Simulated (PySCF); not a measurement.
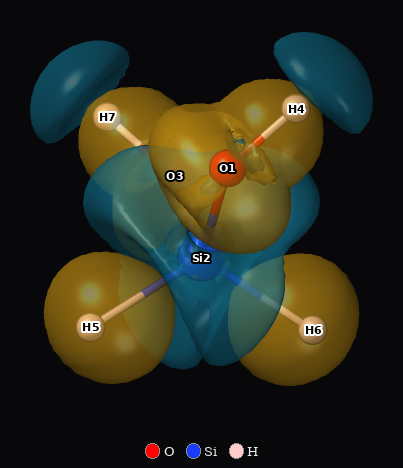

Figure. H4O2Si, SMILES `O[SiH2]O`. Deformation density (molecule less spherical, spin-averaged free atoms at the same positions), surfaces at ±0.06 e/Å³; yellow: gain, teal: loss.

Level of theory: ωB97X/def2-TZVP (PySCF), at a geometry from GFN2-xTB. No frequency check shows the geometry to be a minimum.

Geometry (Å), atoms numbered from 1:

```
O1      -1.3568    0.4294   -0.0756
Si2     -0.0000   -0.4677    0.0000
O3       1.3569    0.4294    0.0756
H4      -1.5838    1.0560    0.6059
H5      -0.1119   -1.2174   -1.2398
H6       0.1119   -1.2174    1.2397
H7       1.5838    1.0560   -0.6059
```

Q: How much density has each bond gained at its critical point, relative to the free atoms?

A: O1–H4 and O3–H7: +0.84 e/Å³ at the bond critical point (bond length 0.95 Å, Mayer order 0.9). Si2–H5 and Si2–H6: +0.27 e/Å³ at the bond critical point (bond length 1.45 Å, Mayer order 1.0). O1–Si2 and Si2–O3: +0.12 e/Å³ at the bond critical point (bond length 1.63 Å, Mayer order 1.2). In all, 1.8 electrons gather in the regions of gain relative to the promolecule. A small or negative value marks a very polar bond, one between electron-rich atoms, whose free-atom densities already overlap strongly, a long bond to a heavier atom, or a closed-shell contact such as a hydrogen bond.

Q: Where do the Hirshfeld charges lie?

A: The highest Hirshfeld charge is on Si2 (+0.46 e), the lowest on O1 and O3 (−0.32 e).

The PySCF run took 13 s on 1 thread of Intel(R) Xeon(R) Platinum 8375C CPU @ 2.90GHz (Ice Lake) (shared host), peak memory 0.51 GiB.
